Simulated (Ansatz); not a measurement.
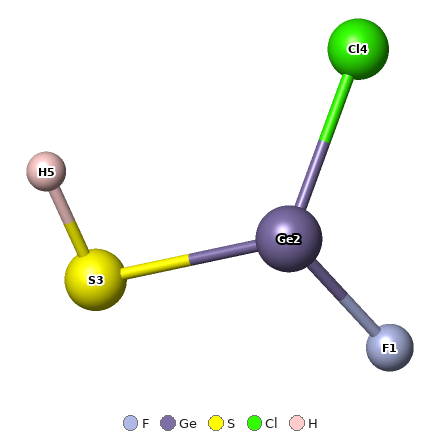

The system is ClFGeHS, SMILES [F][Ge]([SH])[Cl], spin multiplicity 2; the picture shows the reference structure. Coordinates scanned: (1) bond length Ge2–Cl4; (2) angle F1–Ge2–Cl4. Nothing is relaxed (all other coordinates rigid). Grid: 9 × 9 points. Energies: kcal/mol, counted from the lowest grid point. Level of theory: Ansatz 0.2.0, UKS B3LYP-D4/def2-SVP.

Its coordinates:

```xyz
5

F    -1.1434   -0.8666    1.5794
Ge    0.0276   -0.7646    0.2821
S     0.8323    1.3528    0.4458
Cl   -1.0991   -1.0597   -1.5827
H     1.4325    1.2644   -0.7660
```

Range: bond length Ge2–Cl4 from 1.847 to 2.858 Å; angle F1–Ge2–Cl4 from 71.1 to 141.1°.

### What will the energy surface look like?

The lowest grid point is at bond length Ge2–Cl4 = 2.226 Å, angle F1–Ge2–Cl4 = 106.1°. No other kind of well shows on this grid. The highest grid point, bond length Ge2–Cl4 = 1.847 Å, angle F1–Ge2–Cl4 = 71.1°, lies 82.0 kcal/mol above the lowest. Round the minimum the two coordinates are nearly uncoupled.

```
angle F1–Ge2–Cl4 ↓, bond length Ge2–Cl4 →  1.847  1.973  2.100  2.226  2.353  2.479  2.605  2.732  2.858
                                    141.1   50.7   27.9   17.6   14.6   15.8   19.0   23.0   27.2   31.1
                                    132.4   43.2   20.9   11.1    8.6   10.4   14.1   18.7   23.3   27.6
                                    123.6   37.5   15.4    6.0    4.0    6.2   10.4   15.5   20.6   25.3
                                    114.9   34.0   12.0    2.7    1.1    3.6    8.2   13.6   19.1   24.1
                                    106.1   32.9   10.8    1.6    0.0    2.7    7.5   13.1   18.9   24.1
                                     97.4   35.1   12.5    3.0    1.2    3.8    8.6   14.3   20.1   25.5
                                     88.6   41.6   18.1    7.8    5.4    7.6   12.0   17.4   23.0   28.2
                                     79.9   55.1   29.6   17.5   13.8   14.8   18.3   22.9   27.9   32.6
                                     71.1   82.0   52.2   36.5   29.6   27.9   29.2   32.0   35.5   39.0
```

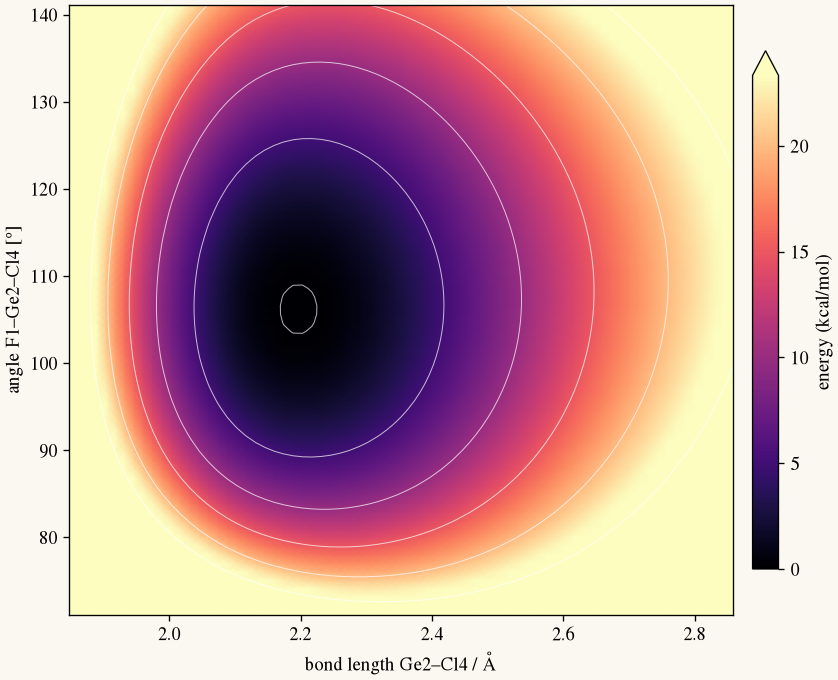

Drawn: a smooth colour map with a few white contour lines, one colour for all values above the top of the scale. Between grid points the surface is interpolated.

Time for the 81 points that were run: 12 min on 1 thread of Arm Neoverse V2, on a shared host.
